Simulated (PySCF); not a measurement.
## Electronic structure of LaO (doublet) in real space

```xyz
2

La    0.0000    0.0000   -0.1895
O     0.0000    0.0000    1.6455
```

All numbers below come from PySCF, PBE0/x2c-SVPall, spin-free X2C-1e, Gaussian nucleus, at a bond length of 1.835 Å.

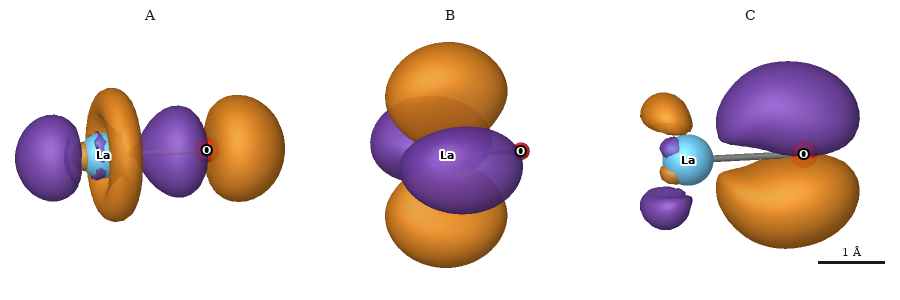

Figure 1. Three frontier α-spin orbitals, each drawn at the value that holds 80 % of its norm (orange and purple are the two phases), in no order; of a degenerate pair one member is drawn.

**Label each orbital by symmetry, say whether it is occupied, and order them by energy.**

Orbital C: π, occupied in this spin, −8.33 eV; mainly on O (75 %).
Orbital A: σ, occupied in this spin, −7.67 eV; shared between the atoms (La 35 %, O 65 %).
Orbital B: δ, empty in this spin, −1.50 eV; almost wholly on La.

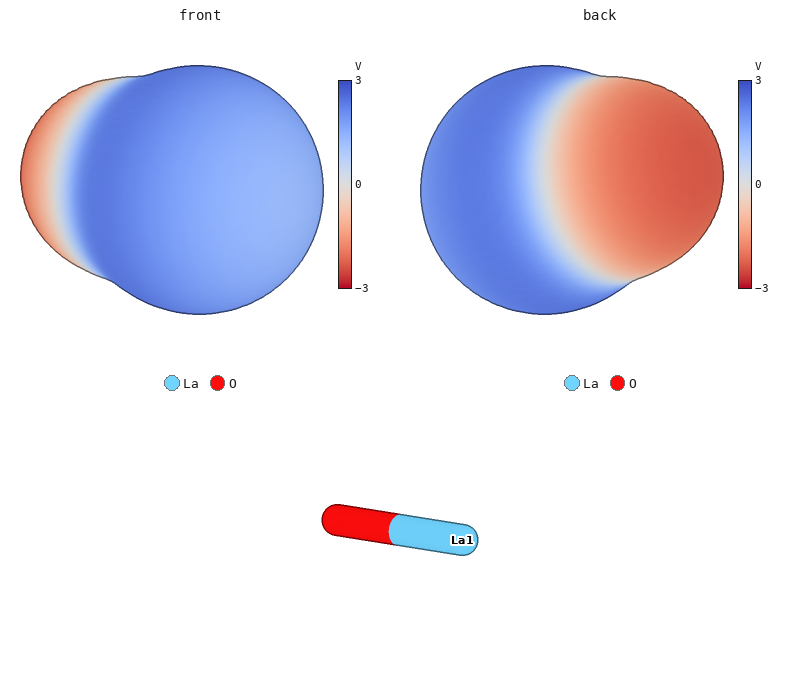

Figure 2. The electrostatic potential painted on the density surface at 0.002 e/bohr³, seen from the front and from behind; red is negative and blue positive. The bare structure is drawn below in the same view.

**Where is the surface potential most negative and most positive?**

The most negative region (about −2.3 V) lies over O2, the most positive (about +2.3 V) over La1. O2 is the likeliest acceptor of a hydrogen bond.
